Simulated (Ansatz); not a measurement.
# SiH2ClO (SMILES O[SiH]Cl) at UB2PLYP/STO-3G

What is the electronic atomisation energy of SiH2ClO at UB2PLYP/STO-3G? 

Program for the calculation: Ansatz 0.2.0.

70 further runs of the same task are left out: 1 that didn't finish, 69 set aside as unsound or not needed.

### 1 The molecule

The species is SiH2ClO (5 atoms), meant as a doublet with charge 0. As SMILES, `O[SiH]Cl`. The coordinates come from a PBE0-D4/def2-TZVP relaxation. This is one conformer, not always the lowest.

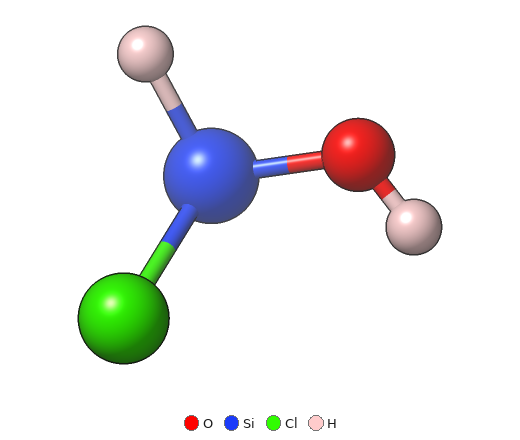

Viewed from a chosen angle; oxygen red, silicon blue, chlorine green, hydrogen pink.

### 2 A single-point energy at UB2PLYP/STO-3G

run.yaml

```yaml
crystal:
  periodic: [false, false, false]
  atoms:
    - {symbol: O, position_ang: [-0.806100, -0.432000, -0.746500]}
    - {symbol: Si, position_ang: [-0.092300, 0.479800, 0.414000]}
    - {symbol: Cl, position_ang: [1.606600, -0.440800, 1.143600]}
    - {symbol: H, position_ang: [-1.024100, -1.343200, -0.540000]}
    - {symbol: H, position_ang: [0.316000, 1.736300, -0.271100]}
basis:
  gaussian: {orbitals: STO-3G}
magnetization: {spin_polarized: true, initial_magnetization: 1}
hamiltonian: {xc: {name: B2PLYP}}
correlation: {frozen_orbitals: {Cl: 5, H: 0, O: 1, Si: 5}}
accuracy: high
```

Run with:

```console
$ ansatz run run.yaml --threads 1 --pin off --max-ram 2610MiB --events-out events.jsonl --progress --plain --runs-dir runs
```

Output:

```text
Warning: RAYON_NUM_THREADS=1 ignored (pool sized by the plan → 1); use --threads N
Functional definition: B2PLYP
  name "B2PLYP"
  parameter a = 0.53
  parameter c = 0.27
  exchange = (1 - a)*b88_x + a*exact_x
  correlation = (1 - c)*lyp_c + c*(mp2_os + mp2_ss)
460 factors; integrals over basis functions are off by at most 3.1e-8 eV
mean field evaluation 1: about -22209.7722 eV, gradient 1.5e1 eV
mean field evaluation 2: about -22209.7926 eV, gradient 1.5e1 eV
mean field evaluation 4: about -22211.6644 eV, gradient 1.5e0 eV
mean field evaluation 8: about -22211.6854 eV, gradient 3.6e-2 eV
mean field evaluation 16: about -22211.6854 eV, gradient 5.3e-6 eV
mean field -22211.68540688 eV, -816.2643830817 hartree, gradient 6.1e-8 eV, S^2 0.752647; 0 other end points of the search recorded, 0 dependent functions left out
11 core orbitals not correlated: weight in the atoms' cores, before any rotation towards them, 1.000 or more for the frozen orbitals, at most 0.000 for the correlated occupied ones
reference -22211.68542468 eV, -816.2643837358 hartree; 10, 9 occupied and 4, 5 virtual orbitals, 460 factors
second order -2.62973284 eV of doubles, -0.00000000 eV of singles
Total energy: -22212.39545255 eV, -816.2904767787 hartree
```

It took 2.5 s on 1 thread of Arm Neoverse V2, shared host; peak memory 0.14 GiB.

### 3 The Cl atom, same level

job.yaml

```yaml
crystal:
  periodic: [false, false, false]
  atoms:
    - {symbol: Cl, position_ang: [0.000000, 0.000000, 0.000000]}
basis:
  gaussian: {orbitals: STO-3G}
magnetization: {spin_polarized: true, initial_magnetization: 1}
hamiltonian: {xc: {name: B2PLYP}}
correlation: {frozen_orbitals: {Cl: 5}}
accuracy: high
```

Run the same way, it converges to -454.96851 Eh (log not shown).

### 4 The H atom, same level

in.yaml

```yaml
crystal:
  periodic: [false, false, false]
  atoms:
    - symbol: H
      position_ang: [0.000000, 0.000000, 0.000000]
basis:
  gaussian: {orbitals: STO-3G}
magnetization: {spin_polarized: true, initial_magnetization: 1}
hamiltonian: {xc: {name: B2PLYP}}
correlation: {frozen_orbitals: {H: 0}}
accuracy: high
```

Run the same way, it converges to -0.46478 Eh (log not shown).

### 5 The O atom at the same level

job.yaml

```yaml
basis:
  gaussian: {orbitals: STO-3G}
crystal:
  periodic: [false, false, false]
  atoms:
    - {symbol: O, position_ang: [0.000000, 0.000000, 0.000000]}
magnetization: {spin_polarized: true, initial_magnetization: 2}
hamiltonian: {xc: {name: B2PLYP}}
correlation: {frozen_orbitals: {O: 1}}
accuracy: high
```

Run with:

```console
$ ansatz run job.yaml --threads 1 --pin off --max-ram 2610MiB --events-out events.jsonl --progress --plain --runs-dir runs
```

Output:

```text
Warning: RAYON_NUM_THREADS=1 ignored (pool sized by the plan → 1); use --threads N
Functional definition: B2PLYP
  name "B2PLYP"
  parameter a = 0.53
  parameter c = 0.27
  exchange = (1 - a)*b88_x + a*exact_x
  correlation = (1 - c)*lyp_c + c*(mp2_os + mp2_ss)
15 factors; integrals over basis functions are off by at most 1.1e-9 eV
mean field evaluation 1: about -2012.7424 eV, gradient 6.0e-12 eV
mean field evaluation 2: about -2012.7429 eV, gradient 5.9e-12 eV
mean field -2012.74293129 eV, -73.9669384388 hartree, gradient 0.0e0 eV, S^2 2.000000; 0 other end points of the search recorded, 0 dependent functions left out
1 core orbitals not correlated: weight in the atoms' cores, before any rotation towards them, 1.000 or more for the frozen orbitals, at most 0.000 for the correlated occupied ones
reference -2012.74293782 eV, -73.9669386789 hartree; 4, 2 occupied and 0, 2 virtual orbitals, 15 factors
second order 0.00000000 eV of doubles, 0.00000000 eV of singles
Total energy: -2012.74293782 eV, -73.9669386789 hartree
```

Wall time 0.16 s (1 thread of Arm Neoverse V2, shared host).

### 6 The Si atom, same level

input.yaml

```yaml
crystal:
  periodic: [false, false, false]
  atoms:
    - symbol: Si
      position_ang: [0.000000, 0.000000, 0.000000]
basis:
  gaussian: {orbitals: STO-3G}
magnetization: {spin_polarized: true, initial_magnetization: 2}
hamiltonian: {xc: {name: B2PLYP}}
correlation: {frozen_orbitals: {Si: 5}}
accuracy: high
```

Run the same way, it converges to -285.81514 Eh (log not shown).

### 7 Results

Level: UB2PLYP/STO-3G, 11 core orbitals frozen.

| quantity | value |
| --- | --- |
| molecule: total energy | -816.29048 Eh |
| molecule: ⟨S²⟩ | 0.753 |
| Cl atom: total energy | -454.96851 Eh |
| Cl atom: ⟨S²⟩ | 0.750 |
| H atom: total energy | -0.46478 Eh |
| H atom: ⟨S²⟩ | 0.750 |
| O atom: total energy | -73.96694 Eh |
| O atom: ⟨S²⟩ | 2.000 |
| Si atom: total energy | -285.81514 Eh |
| Si atom: ⟨S²⟩ | 2.000 |
| electronic atomisation energy | 16.608 eV |

In words: Taking the molecule apart into free atoms costs 16.61 eV (383 kcal/mol), before zero-point energy and without spin-orbit coupling. In a minimal basis such a difference can be off by several eV, whatever the method.
